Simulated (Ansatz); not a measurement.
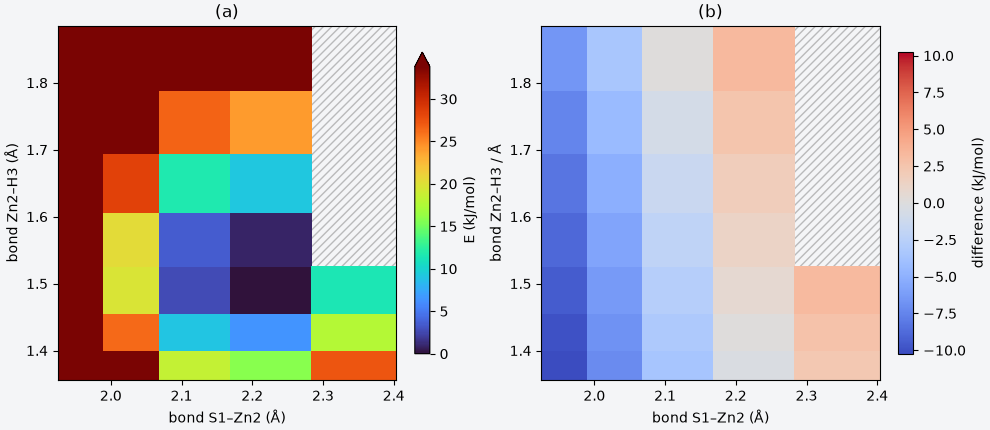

HSZn, SMILES [S][ZnH], spin multiplicity 2. 
- Two internal coordinates are moved rigidly from the geometry relaxed at PBE0-D4/def2-TZVP, all others fixed.
- Coordinates scanned: (1) bond S1–Zn2; (2) bond Zn2–H3.
- The scan uses a 5 × 7 grid. At 4 points there is no value.
- Points are written as (first, second).
- Energies are in kJ/mol, from each map's own lowest point.
- Level of theory: UHF-CCSD(T), frozen core with 3s3p of Cu, Zn/def2-TZVPP (Ansatz 0.2.0).

Panel (a): UHF-CCSD(T), frozen core with 3s3p of Cu, Zn/def2-TZVPP (Ansatz 0.2.0). Panel (b): the map at UKS r2SCAN-D4/def2-TZVPP in Ansatz less the map of (a), each from its own lowest point.

**How does the change of method alter the landscape?**

The difference runs from −10.2 kJ/mol at (1.957 Å, 1.378 Å) to 3.3 kJ/mol at (2.222 Å, 1.837 Å).
